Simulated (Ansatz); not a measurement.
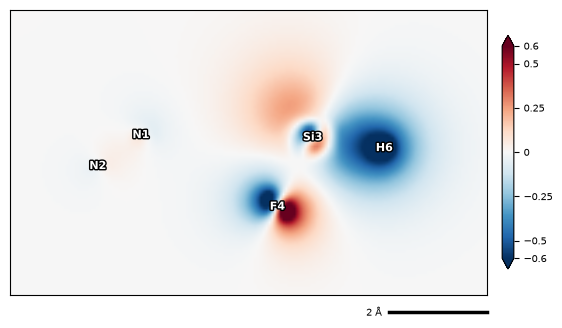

Figure 1: N$_{2}$···FH$_{3}$Si (SMILES N#N.[SiH3]F). One frontier orbital on the plane of atoms F4, Si3 and H6 (values in Å⁻³ᐟ²; the overall sign is arbitrary).

Geometry: PBE0-D4/def2-TZVP.

Computed with Ansatz, RKS PBE0-D4/def2-TZVPPD.

```yaml
atoms:
  - { symbol: N, position_ang: [0.5158, 0.1477, -2.3252] }
  - { symbol: N, position_ang: [0.2481, -0.3046, -3.2793] }
  - { symbol: Si, position_ang: [-0.1307, 0.0592, 1.1416] }
  - { symbol: F, position_ang: [-0.9446, -0.9893, 0.2462] }
  - { symbol: H, position_ang: [1.3169, -0.2099, 0.9804] }
  - { symbol: H, position_ang: [-0.5406, -0.1304, 2.5534] }
  - { symbol: H, position_ang: [-0.4651, 1.4274, 0.6830] }
```

Q: Which orbital is it: HOMO or LUMO?

A: The HOMO, at −9.74 eV. Its weight (Hirshfeld) is mainly on Si3 (about 35 %), H6 (about 35 %), F4 (about 15 %), H5 (about 10 %) and H7 (about 10 %).
